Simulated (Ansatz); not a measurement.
The reference is BP in the zinc blende structure (space group F-43m, No. 216; a = 4.537 Å).

It is then changed as follows: cell and atoms relaxed at a pressure of 75 GPa.

All numbers come from r2SCAN in Ansatz (plane waves to 500 eV, PAW, spin-orbit coupling left out).

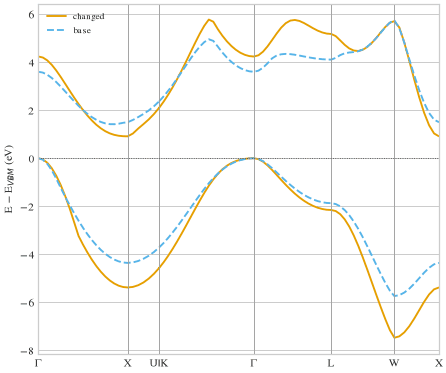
Fig. 1. Highest valence and lowest conduction band along the path, each from its own valence-band maximum

Question: Read the changed gap and its character from the plot.

Answer: About 0.9 eV, indirect, Γ → X.

Load acts through the strain it causes; cell and atoms are relaxed under it. No phonon test of stability was made. No other phases were tried under pressure.

Ansatz is a first-principles code.
